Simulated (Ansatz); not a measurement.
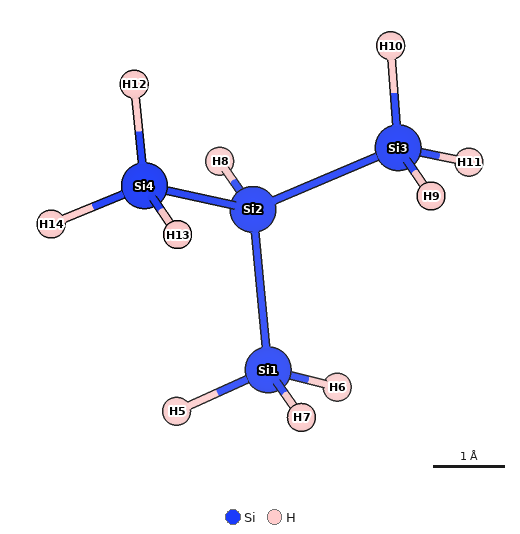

Figure 1. The starting structure (ball-and-stick view, seen at a tilt; atoms are numbered from 1 in the order of the input).

**Run report: Si4H10, molecular dynamics**

Si4H10, computed with RKS revPBE-d3bjatm/6-31G* (Ansatz 0.2.0).

The geometry comes from this level: PBE0-D4/def2-TZVP. Figures and captions count atoms from 1; the log counts them from 0 in places.

### Input
```yaml
crystal:
  periodic: [false, false, false]
  atoms:
    - {symbol: Si, position_ang: [-1.497393, 0.553052, -1.522362]}
    - {symbol: Si, position_ang: [-0.466974, -0.050869, 0.486861]}
    - {symbol: Si, position_ang: [1.102185, 1.576234, 1.081686]}
    - {symbol: Si, position_ang: [0.601659, -2.113703, 0.229387]}
    - {symbol: H, position_ang: [-2.497917, -0.469177, -1.932307]}
    - {symbol: H, position_ang: [-2.182743, 1.867288, -1.391485]}
    - {symbol: H, position_ang: [-0.463948, 0.660205, -2.587605]}
    - {symbol: H, position_ang: [-1.498816, -0.158521, 1.559913]}
    - {symbol: H, position_ang: [2.128117, 1.680299, 0.008906]}
    - {symbol: H, position_ang: [1.781603, 1.215402, 2.355357]}
    - {symbol: H, position_ang: [0.451011, 2.903954, 1.246591]}
    - {symbol: H, position_ang: [1.284172, -2.517048, 1.488580]}
    - {symbol: H, position_ang: [1.620857, -2.004165, -0.849253]}
    - {symbol: H, position_ang: [-0.374815, -3.172051, -0.145367]}
basis:
  gaussian: {orbitals: "6-31G*"}
hamiltonian: {xc: {name: revPBE}, dispersion: d3bjatm}
md: {timestep: 2 fs, n_steps: 30, ensemble: nve, temperature: 500, initial_velocities: maxwell_boltzmann, seed: 867}
```

Hardware: 4 threads of Arm Neoverse V2, 23 GiB of memory available, shared host.

Command:
```bash
ansatz run in.yaml --threads 4 --pin off --events-out ev --progress --plain --max-ram 10444MiB
```

### What the program printed
```
Functional definition: revPBE
  name "revPBE"
  cite "Zhang & Yang, Phys. Rev. Lett. 80, 890 (1998) doi:10.1103/PhysRevLett.80.890"
  cite "Perdew, Burke & Ernzerhof, Phys. Rev. Lett. 77, 3865 (1996) doi:10.1103/PhysRevLett.77.3865"
  parameter kappa = 1.245
  parameter beta = 0.06672455060314922
  exchange = pbe_x(kappa = kappa, mu = beta*pi^2/3)
  correlation = pbe_c(beta = beta)
1272 factors; their error is unknown
mean field evaluation 1: about -31663.4592 eV, gradient 1.6e1 eV
mean field evaluation 2: about -31664.4763 eV, gradient 7.7e0 eV
mean field evaluation 4: about -31664.7340 eV, gradient 5.9e-1 eV
mean field evaluation 8: about -31664.6018 eV, gradient 9.4e-2 eV
mean field -31664.60183293 eV, -1163.6526543223 hartree, gradient 1.9e-5 eV, S^2 0.000000; 0 other end points of the search recorded, 0 dependent functions left out
the calculation of the forces begins
reference -31664.60189529 eV, -1163.6526566138 hartree; 33, 33 occupied and 63, 63 virtual orbitals, 1272 factors
md step     0: t =     0.00 fs  T =   500.0 K  F+E_penalty+E_count = -31665.44943417 eV  E_kin = 0.775560 eV  conserved = -31664.67387418 eV  (24 SCF iters)
these checks for a lower state are left out or cut short: starts, cluster_reference, orbital_swaps, neighbouring_geometries, increment
1272 factors; their error is unknown
mean field evaluation 16: about -31664.4066 eV, gradient 3.2e0 eV
mean field -31664.32236789 eV, -1163.6423841712 hartree, gradient 1.5e-5 eV, S^2 0.000000; 0 other end points of the search recorded, 0 dependent functions left out
the calculation of the forces begins
reference -31664.32243031 eV, -1163.6423864653 hartree; 33, 33 occupied and 63, 63 virtual orbitals, 1272 factors
md step     1: t =     2.00 fs  T =   353.1 K  F+E_penalty+E_count = -31665.17475118 eV  E_kin = 0.547773 eV  conserved = -31664.62697772 eV  (26 SCF iters, 3 dispersion substeps)
[... from here on the SCF iterations and repeated set-up lines of each step are left out, up to the last step ...]
md step     2: t =     4.00 fs  T =   321.0 K  F+E_penalty+E_count = -31665.12453729 eV  E_kin = 0.497912 eV  conserved = -31664.62662560 eV  (26 SCF iters, 3 dispersion substeps)
md step     3: t =     6.00 fs  T =   411.9 K  F+E_penalty+E_count = -31665.30933640 eV  E_kin = 0.638896 eV  conserved = -31664.67044043 eV  (26 SCF iters, 3 dispersion substeps)
md step     4: t =     8.00 fs  T =   316.6 K  F+E_penalty+E_count = -31665.13326120 eV  E_kin = 0.491152 eV  conserved = -31664.64210885 eV  (26 SCF iters, 3 dispersion substeps)
md step     5: t =    10.00 fs  T =   187.5 K  F+E_penalty+E_count = -31664.91214933 eV  E_kin = 0.290868 eV  conserved = -31664.62128092 eV  (26 SCF iters, 3 dispersion substeps)
md step     6: t =    12.00 fs  T =   217.0 K  F+E_penalty+E_count = -31664.96318466 eV  E_kin = 0.336571 eV  conserved = -31664.62661365 eV  (26 SCF iters, 3 dispersion substeps)
md step     7: t =    14.00 fs  T =   350.0 K  F+E_penalty+E_count = -31665.19979026 eV  E_kin = 0.542841 eV  conserved = -31664.65694917 eV  (26 SCF iters, 3 dispersion substeps)
md step     8: t =    16.00 fs  T =   342.9 K  F+E_penalty+E_count = -31665.19582104 eV  E_kin = 0.531934 eV  conserved = -31664.66388669 eV  (26 SCF iters, 3 dispersion substeps)
md step     9: t =    18.00 fs  T =   228.4 K  F+E_penalty+E_count = -31664.96120880 eV  E_kin = 0.354238 eV  conserved = -31664.60697106 eV  (26 SCF iters, 3 dispersion substeps)
md step    10: t =    20.00 fs  T =   321.4 K  F+E_penalty+E_count = -31665.15345810 eV  E_kin = 0.498538 eV  conserved = -31664.65492026 eV  (26 SCF iters, 3 dispersion substeps)
md step    11: t =    22.00 fs  T =   376.1 K  F+E_penalty+E_count = -31665.24681388 eV  E_kin = 0.583332 eV  conserved = -31664.66348164 eV  (27 SCF iters, 3 dispersion substeps)
md step    12: t =    24.00 fs  T =   252.0 K  F+E_penalty+E_count = -31665.02283867 eV  E_kin = 0.390856 eV  conserved = -31664.63198242 eV  (26 SCF iters, 3 dispersion substeps)
md step    13: t =    26.00 fs  T =   182.7 K  F+E_penalty+E_count = -31664.90473030 eV  E_kin = 0.283347 eV  conserved = -31664.62138341 eV  (26 SCF iters, 3 dispersion substeps)
md step    14: t =    28.00 fs  T =   272.7 K  F+E_penalty+E_count = -31665.05934151 eV  E_kin = 0.423055 eV  conserved = -31664.63628613 eV  (26 SCF iters, 3 dispersion substeps)
md step    15: t =    30.00 fs  T =   382.2 K  F+E_penalty+E_count = -31665.25803467 eV  E_kin = 0.592876 eV  conserved = -31664.66515874 eV  (26 SCF iters, 3 dispersion substeps)
md step    16: t =    32.00 fs  T =   315.8 K  F+E_penalty+E_count = -31665.13372949 eV  E_kin = 0.489785 eV  conserved = -31664.64394474 eV  (26 SCF iters, 3 dispersion substeps)
md step    17: t =    34.00 fs  T =   274.9 K  F+E_penalty+E_count = -31665.03934811 eV  E_kin = 0.426436 eV  conserved = -31664.61291195 eV  (26 SCF iters, 3 dispersion substeps)
md step    18: t =    36.00 fs  T =   408.0 K  F+E_penalty+E_count = -31665.30219756 eV  E_kin = 0.632930 eV  conserved = -31664.66926787 eV  (25 SCF iters, 3 dispersion substeps)
md step    19: t =    38.00 fs  T =   384.9 K  F+E_penalty+E_count = -31665.25050421 eV  E_kin = 0.597040 eV  conserved = -31664.65346406 eV  (27 SCF iters, 3 dispersion substeps)
md step    20: t =    40.00 fs  T =   239.4 K  F+E_penalty+E_count = -31664.99823682 eV  E_kin = 0.371372 eV  conserved = -31664.62686442 eV  (26 SCF iters, 3 dispersion substeps)
md step    21: t =    42.00 fs  T =   198.4 K  F+E_penalty+E_count = -31664.93262565 eV  E_kin = 0.307680 eV  conserved = -31664.62494571 eV  (26 SCF iters, 3 dispersion substeps)
md step    22: t =    44.00 fs  T =   281.5 K  F+E_penalty+E_count = -31665.08361804 eV  E_kin = 0.436586 eV  conserved = -31664.64703228 eV  (26 SCF iters, 3 dispersion substeps)
md step    23: t =    46.00 fs  T =   298.9 K  F+E_penalty+E_count = -31665.12930566 eV  E_kin = 0.463556 eV  conserved = -31664.66574976 eV  (26 SCF iters, 3 dispersion substeps)
md step    24: t =    48.00 fs  T =   166.8 K  F+E_penalty+E_count = -31664.88138543 eV  E_kin = 0.258736 eV  conserved = -31664.62264974 eV  (26 SCF iters, 3 dispersion substeps)
md step    25: t =    50.00 fs  T =   189.1 K  F+E_penalty+E_count = -31664.92370021 eV  E_kin = 0.293296 eV  conserved = -31664.63040385 eV  (26 SCF iters, 3 dispersion substeps)
md step    26: t =    52.00 fs  T =   311.0 K  F+E_penalty+E_count = -31665.15301466 eV  E_kin = 0.482435 eV  conserved = -31664.67057923 eV  (27 SCF iters, 3 dispersion substeps)
md step    27: t =    54.00 fs  T =   240.3 K  F+E_penalty+E_count = -31665.01443124 eV  E_kin = 0.372739 eV  conserved = -31664.64169195 eV  (27 SCF iters, 3 dispersion substeps)
md step    28: t =    56.00 fs  T =   136.9 K  F+E_penalty+E_count = -31664.83579862 eV  E_kin = 0.212344 eV  conserved = -31664.62345416 eV  (26 SCF iters, 3 dispersion substeps)
md step    29: t =    58.00 fs  T =   170.1 K  F+E_penalty+E_count = -31664.89539565 eV  E_kin = 0.263896 eV  conserved = -31664.63149936 eV  (26 SCF iters, 3 dispersion substeps)
these checks for a lower state are left out or cut short: starts, cluster_reference, orbital_swaps, neighbouring_geometries, increment
1272 factors; their error is unknown
mean field -31664.21407717 eV, -1163.6384045610 hartree, gradient 1.8e-5 eV, S^2 0.000000; 0 other end points of the search recorded, 0 dependent functions left out
the calculation of the forces begins
reference -31664.21413940 eV, -1163.6384068479 hartree; 33, 33 occupied and 63, 63 virtual orbitals, 1272 factors
1272 factors; their error is unknown
mean field evaluation 256: about -31664.2141 eV, gradient 1.4e-3 eV
mean field -31664.21407717 eV, -1163.6384045610 hartree, gradient 1.8e-5 eV, S^2 0.000000; 1 other end points of the search recorded, 0 dependent functions left out
the calculation of the forces begins
reference -31664.21413940 eV, -1163.6384068479 hartree; 33, 33 occupied and 63, 63 virtual orbitals, 1272 factors
md step    30: t =    60.00 fs  T =   265.6 K  F+E_penalty+E_count = -31665.07020433 eV  E_kin = 0.411936 eV  conserved = -31664.65826821 eV  (25 SCF iters, 3 dispersion substeps)
```

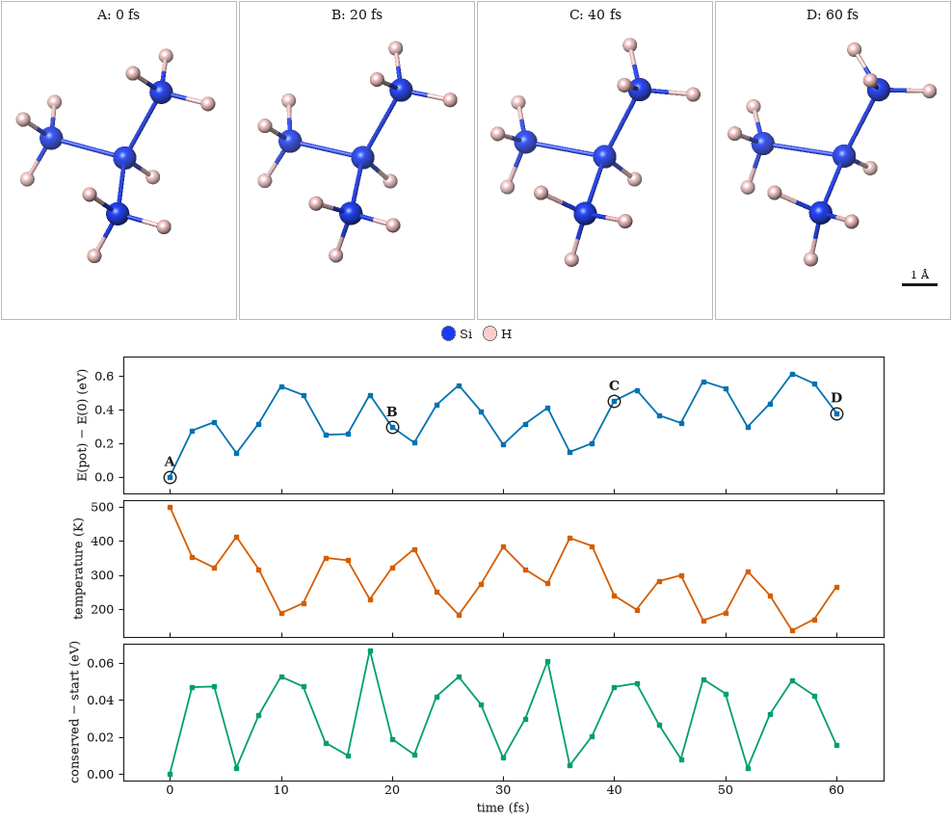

Figure 2. Frames of the molecular dynamics (ball-and-stick, seen at a tilt) above the curves, on which the letters mark them. The trajectory kept here has 31 frames over 60 fs. The temperature starts at 500 K, ranges from 137 to 500 K and averages 266 K over the second half. The potential energy ends 0.379 eV above its first value. The conserved quantity stays within 0.067 eV. After an unweighted best fit of the last frame on the first, the root-mean-square displacement is 0.60 Å, and H7 has moved furthest (1.06 Å).

```
Total energy: -31665.07026656 eV, -1163.6698689405 hartree
Atom 0 at    -1.421032     0.299298    -1.544131 Å, force    -0.124808     0.841105    -0.538259 eV/Å
Atom 1 at    -0.474623     0.116374     0.608031 Å, force     0.491336    -1.084407    -0.653974 eV/Å
Atom 2 at     1.140372     1.673899     1.199532 Å, force     0.567658    -0.181439    -0.252271 eV/Å
Atom 3 at     0.483086    -2.090254     0.032323 Å, force    -0.222235     0.898932     0.539615 eV/Å
Atom 4 at    -2.693609    -0.487070    -1.713193 Å, force     0.051068     0.014446     0.090625 eV/Å
Atom 5 at    -1.672453     1.736258    -2.137507 Å, force     0.207158    -0.915494     0.460897 eV/Å
Atom 6 at    -0.346921    -0.395273    -2.369885 Å, force    -0.301479     0.276896     0.017299 eV/Å
Atom 7 at    -1.311300    -0.088952     1.814112 Å, force    -0.466872    -0.006990     0.166076 eV/Å
Atom 8 at     1.780648     2.402735     0.071025 Å, force    -0.099185     0.119864    -0.340528 eV/Å
Atom 9 at     2.293472     0.885058     1.761643 Å, force    -0.106172     0.138994     0.338095 eV/Å
Atom 10 at     0.572763     2.700475     2.110713 Å, force    -0.015525     0.102264     0.330420 eV/Å
Atom 11 at     1.342171    -2.757612     1.043161 Å, force     0.194998    -0.016803     0.317277 eV/Å
Atom 12 at     1.281062    -1.957557    -1.212054 Å, force     0.106700     0.004905    -0.262971 eV/Å
Atom 13 at    -0.673040    -2.995981    -0.177037 Å, force    -0.282643    -0.192274    -0.212302 eV/Å
Dipole moment:    -0.050213     0.080401     0.070713 e Å
```

### Trajectory as extended XYZ (Å, eV, eV/Å), 7 of the 31 frames kept, from step=0 to step=30
```
14
Properties=species:S:1:pos:R:3:forces:R:3 step=0 time_fs=0.0 energy=-31665.44943 temperature=500.0
Si   -1.4974    0.5531   -1.5224    0.0424  -0.0321   0.1136
Si   -0.4670   -0.0509    0.4869    0.0598   0.0065  -0.0616
Si    1.1022    1.5762    1.0817   -0.0905  -0.0850  -0.0201
Si    0.6017   -2.1137    0.2294   -0.0648   0.1051   0.0241
H    -2.4979   -0.4692   -1.9323   -0.1767  -0.1717  -0.0866
H    -2.1827    1.8673   -1.3915   -0.1224   0.2305   0.0066
H    -0.4639    0.6602   -2.5876    0.1679   0.0215  -0.1906
H    -1.4988   -0.1585    1.5599   -0.1741  -0.0183   0.1809
H     2.1281    1.6803    0.0089    0.1816   0.0268  -0.1771
H     1.7816    1.2154    2.3554    0.1299  -0.0508   0.2207
H     0.4510    2.9040    1.2466   -0.0992   0.2397   0.0297
H     1.2842   -2.5170    1.4886    0.1268  -0.0831   0.2124
H     1.6209   -2.0042   -0.8493    0.1776   0.0068  -0.1828
H    -0.3748   -3.1721   -0.1454   -0.1584  -0.1958  -0.0691
14
Properties=species:S:1:pos:R:3:forces:R:3 step=5 time_fs=10.0 energy=-31664.91215 temperature=187.5
Si   -1.4706    0.5021   -1.5394   -0.2106   1.1283  -0.6724
Si   -0.4676   -0.0795    0.5098   -0.0940   1.3206   0.2591
Si    1.1329    1.6121    1.1097   -0.1881   0.0004   0.8471
Si    0.5485   -2.0708    0.1992    0.4287  -1.3035  -0.1203
H    -2.5229   -0.6034   -1.6906    0.1626   0.5130  -0.2297
H    -2.1342    2.0081   -1.4044    0.5830  -1.6513  -0.2589
H    -0.4882    0.4997   -2.8196   -0.8495  -0.0333   1.2259
H    -1.5213   -0.2035    1.5751   -0.1089   0.0420  -0.0330
H     1.9480    1.7588   -0.1755    0.0738   0.0676   0.5884
H     1.8946    1.2299    2.4488   -0.2577   0.1529  -1.2070
H     0.4799    2.9631    1.4981    0.2039  -0.6099  -0.4119
H     1.3551   -2.4705    1.4119   -0.1034  -0.0593  -0.0978
H     1.4798   -1.9315   -0.9494    0.3266   0.1237  -0.1942
H    -0.3503   -3.2204   -0.2436    0.0336   0.3090   0.3044
14
Properties=species:S:1:pos:R:3:forces:R:3 step=10 time_fs=20.0 energy=-31665.15346 temperature=321.4
Si   -1.4496    0.4576   -1.5539   -0.3028  -1.2908   1.2176
Si   -0.4720   -0.0667    0.5405   -0.3242   1.2576   0.2832
Si    1.1483    1.6388    1.1452   -0.6119  -0.5726  -0.9354
Si    0.5176   -2.0602    0.1600    1.2556  -0.7298  -0.4021
H    -2.5838   -0.5084   -1.6569   -0.1570  -0.1737  -0.1230
H    -2.0377    1.7484   -1.5409   -0.6236   1.6393  -0.0297
H    -0.6320    0.3029   -2.7279    0.8642  -0.1310  -0.8567
H    -1.6103   -0.2075    1.5502    0.2677   0.1310  -0.1998
H     1.9482    1.9110   -0.0934   -0.0125   0.0223  -0.1126
H     2.1220    1.1999    2.1424    0.3579  -0.2015   0.6630
H     0.4799    2.9049    1.5252   -0.1603   0.2625   0.2065
H     1.3928   -2.5007    1.3140   -0.1077  -0.0056  -0.1264
H     1.4547   -1.7955   -1.0425   -0.3928  -0.2519   0.4678
H    -0.4241   -3.1813   -0.1690   -0.0526   0.0443  -0.0525
14
Properties=species:S:1:pos:R:3:forces:R:3 step=15 time_fs=30.0 energy=-31665.25803 temperature=382.2
Si   -1.4419    0.4039   -1.5543   -0.4603   0.7163  -0.0079
Si   -0.4802   -0.0130    0.5752    0.4107   0.3124  -0.4876
Si    1.1542    1.6492    1.1655   -0.1618  -0.4138  -0.5025
Si    0.5146   -2.0752    0.1166    0.0611   0.2805   0.3580
H    -2.6612   -0.4478   -1.7370   -0.0015  -0.2360   0.0667
H    -2.0109    1.8229   -1.7026    0.3695  -0.3591   0.0425
H    -0.5246    0.1092   -2.7071    0.0959   0.0514   0.0917
H    -1.6357   -0.1131    1.5039   -0.1374   0.0232   0.3476
H     1.9229    2.0692   -0.0388   -0.0897   0.0312  -0.4136
H     2.2761    1.1561    2.0197   -0.1748  -0.0687   0.4556
H     0.4561    2.8687    1.6478   -0.0275   0.1840   0.3418
H     1.3964   -2.5718    1.2034    0.1822  -0.1214   0.2335
H     1.3620   -1.8018   -1.0731    0.1105  -0.1445  -0.3003
H    -0.5377   -3.0903   -0.1279   -0.1769  -0.2554  -0.2255
14
Properties=species:S:1:pos:R:3:forces:R:3 step=20 time_fs=40.0 energy=-31664.99824 temperature=239.4
Si   -1.4478    0.3596   -1.5520    0.6641   1.1972  -1.1420
Si   -0.4824    0.0517    0.5999    0.1357  -0.5007  -0.4135
Si    1.1558    1.6536    1.1695    0.2454   0.3684   0.8723
Si    0.5166   -2.0905    0.0821   -0.7106   0.0188   0.4486
H    -2.6798   -0.5177   -1.7674    0.3229   0.2747   0.0735
H    -1.7822    1.9269   -1.9041    0.2138  -1.6068   0.3552
H    -0.3030   -0.0857   -2.5970   -1.0731   0.3652   0.8486
H    -1.5993    0.0083    1.6111    0.1323  -0.1254   0.0661
H     1.7420    2.2020   -0.1319    0.0194  -0.1670   0.4915
H     2.2363    1.0773    2.1767   -0.6700   0.3322  -0.9461
H     0.5001    2.8105    1.9749    0.2850  -0.5006  -0.5308
H     1.4234   -2.6804    1.1358   -0.1236   0.0576  -0.0750
H     1.2691   -1.9537   -1.1888    0.2402   0.1187  -0.2057
H    -0.6350   -3.0480   -0.2204    0.3184   0.1678   0.1574
14
Properties=species:S:1:pos:R:3:forces:R:3 step=25 time_fs=50.0 energy=-31664.92370 temperature=189.1
Si   -1.4392    0.3320   -1.5563   -0.0666  -1.5685   1.8651
Si   -0.4800    0.1004    0.6097   -0.1258  -0.9733  -0.1483
Si    1.1501    1.6627    1.1831   -0.6055   0.1309  -0.3753
Si    0.5054   -2.0966    0.0554   -0.0154   0.3195  -0.2443
H    -2.6327   -0.5230   -1.7488   -0.3571  -0.1044  -0.0049
H    -1.6148    1.6381   -1.9775   -0.5800   2.4899  -0.7491
H    -0.3767   -0.2068   -2.3402    1.0619  -0.5975  -0.9995
H    -1.4535    0.0179    1.7885    0.1824  -0.1298  -0.3698
H     1.6705    2.2930   -0.0668    0.2680   0.0754   0.0123
H     2.1419    0.9989    2.0140    0.8579  -0.4164   0.2563
H     0.5820    2.6810    2.0945   -0.2550   0.4232   0.0660
H     1.4062   -2.7743    1.0679   -0.1363   0.1819  -0.0664
H     1.2603   -2.0392   -1.2922   -0.2096   0.1729   0.6477
H    -0.6473   -3.0207   -0.2401   -0.0188  -0.0039   0.1102
14
Properties=species:S:1:pos:R:3:forces:R:3 step=30 time_fs=60.0 energy=-31665.07020 temperature=265.6
Si   -1.4210    0.2993   -1.5441   -0.1248   0.8411  -0.5383
Si   -0.4746    0.1164    0.6080    0.4913  -1.0844  -0.6540
Si    1.1404    1.6739    1.1995    0.5677  -0.1814  -0.2523
Si    0.4831   -2.0903    0.0323   -0.2222   0.8989   0.5396
H    -2.6936   -0.4871   -1.7132    0.0511   0.0144   0.0906
H    -1.6725    1.7363   -2.1375    0.2072  -0.9155   0.4609
H    -0.3469   -0.3953   -2.3699   -0.3015   0.2769   0.0173
H    -1.3113   -0.0890    1.8141   -0.4669  -0.0070   0.1661
H     1.7806    2.4027    0.0710   -0.0992   0.1199  -0.3405
H     2.2935    0.8851    1.7616   -0.1062   0.1390   0.3381
H     0.5728    2.7005    2.1107   -0.0155   0.1023   0.3304
H     1.3422   -2.7576    1.0432    0.1950  -0.0168   0.3173
H     1.2811   -1.9576   -1.2121    0.1067   0.0049  -0.2630
H    -0.6730   -2.9960   -0.1770   -0.2826  -0.1923  -0.2123
```

### Key numbers

| quantity | value |
| --- | --- |
| outcome | finished |
| mean temperature over the second half | 266 K |
| trajectory | 30 steps, 60 fs |
| ensemble | nve |
| temperature in the input | 500 K |
| time step | 2 fs |
| potential energy (last step) | −31665.0703 eV |
| mean-field energy (last step) | −31664.2141 eV |
| dispersion energy (last step) | −0.8561 eV |
| SCF solution under orbital rotations (last step) | stable |
| largest force (length of the vector) (last step) | 1.358 eV/Å |
| dipole moment (last step) | 0.57 D |
| wall time | 40 s (CPU time 2.5 min) |
| peak memory | 0.66 GiB |

### Notes

So short a trajectory is not equilibrated.
